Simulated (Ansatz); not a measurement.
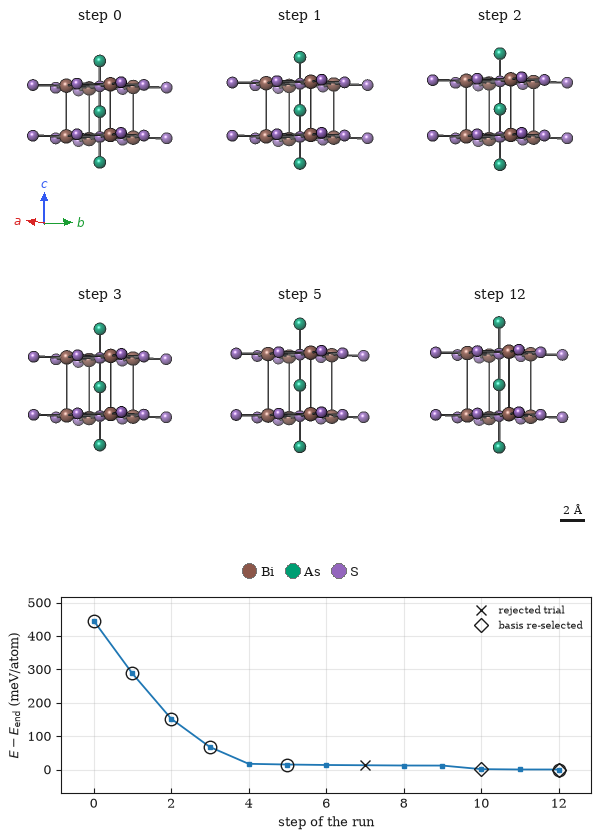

Frames of a relaxation of solid BiAsS (a generated structure, set up in Pmmm) (coarse preliminary run), marked on the history of the run. The picture is a ball-and-stick view of the cell of the calculation, seen from a free direction.

All numbers below come from Ansatz, DFT PBE, scalar-relativistic, plane waves, PAW. Settings: plane-wave cutoff 420 eV; k-point mesh 4 × 4 × 4; occupations gaussian; smearing width 0.1 eV; no spin polarisation; cell and atoms relaxed; force threshold 0.04 eV/Å; at most 70 steps.

What happens along the run?

Answer. The atoms keep their places relative to the cell (all moves are under 0.005 Å). The drawn cell changes as follows: a 4.127 → 3.934 Å (−4.7 %), b 4.170 → 3.935 Å (−5.6 %), c 4.257 → 5.244 Å (+23.2 %); the volume changes by +10.8 %. Some distances before and after: As–S 2.129 → 2.622 Å, Bi–S 2.934 → 2.782 Å. The space group (tolerance 0.01 Å) goes from Pmmm (No. 47) to P4/mmm (No. 123). After 9 accepted moves (12 points after the start) the energy has fallen by 446 meV per atom. All forces vanish by symmetry, so only the cell relaxes. Pressure: 9.96 GPa at the start and 0.13 GPa at the end. The line search rejected the trial step at point 7 of the run. At 2 points the geometry stayed and the basis and grid were re-selected for the new cell (energy shift of 10.7 meV per atom at most each time). The run took 14 s on 1 thread of AMD EPYC 9R45 96-Core Processor (Zen 5) (shared host), peak memory 0.42 GiB. From step 0 to 1: volume +7.0 %, energy −158 meV per atom. From step 1 to 2: volume +3.3 %, energy −135 meV per atom. From step 2 to 3: volume +1.2 %, energy −84.7 meV per atom. From step 3 to 5: volume −3.0 %, energy −52.5 meV per atom. From step 5 to 12: volume +2.1 %, energy −14.9 meV per atom.

Limits of the set-up: the k-point mesh is coarse for a cell with partly filled bands.
